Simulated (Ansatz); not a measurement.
```yaml
atoms:
  - { symbol: C, position_ang: [0.1408, 0.6156, 1.2566] }
  - { symbol: C, position_ang: [-0.0508, 1.9452, 1.1419] }
  - { symbol: C, position_ang: [1.4886, 0.5764, -1.5500] }
  - { symbol: Si, position_ang: [0.9659, -0.4527, -0.0546] }
  - { symbol: H, position_ang: [-0.2101, 0.1211, 2.1827] }
  - { symbol: H, position_ang: [-0.5395, 2.5401, 1.9333] }
  - { symbol: H, position_ang: [0.2721, 2.5077, 0.2481] }
  - { symbol: H, position_ang: [0.0120, -1.5426, -0.4796] }
  - { symbol: H, position_ang: [2.1655, -1.1420, 0.5489] }
  - { symbol: H, position_ang: [1.9731, -0.0648, -2.3134] }
  - { symbol: H, position_ang: [0.6127, 1.0663, -2.0213] }
  - { symbol: H, position_ang: [2.2115, 1.3645, -1.2571] }
```

Geometry: PBE-D3(BJ)/def2-SVP.

Theory: isolated molecule in a Gaussian basis; Kohn-Sham density functional theory, functional PBE0 in Ansatz 0.2.0.

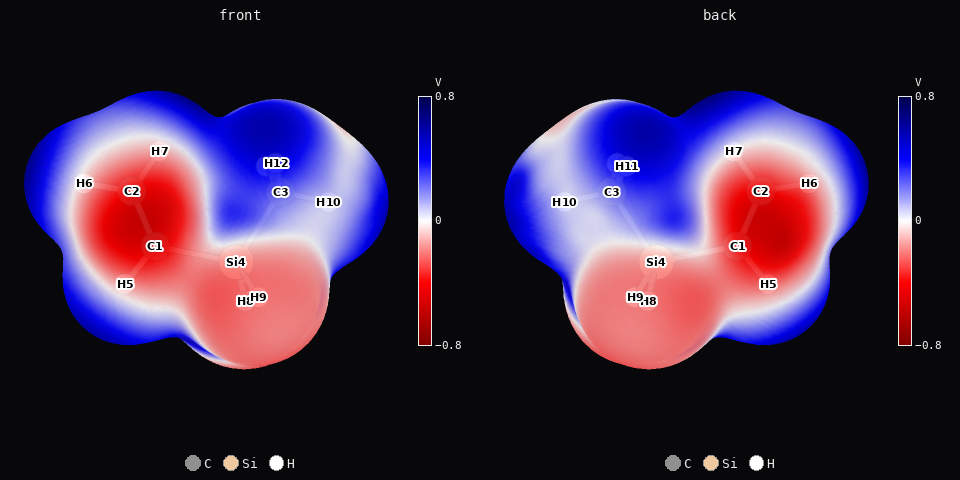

C$_{3}$H$_{8}$Si. The electrostatic potential painted on the density surface at 0.001 e/bohr³, seen from the front and from behind; the colour scale runs from red (negative) to blue (positive).

> Which sites attract a positive test charge, and which a negative one?

A positive charge is drawn to the negative regions and a negative charge to the positive ones. The most negative region (about −0.6 V, or −14 kcal/mol for a unit charge) lies over the π face of C1 and C2, the most positive (about +0.6 V, or +14 kcal/mol for a unit charge) over H6 and H7.
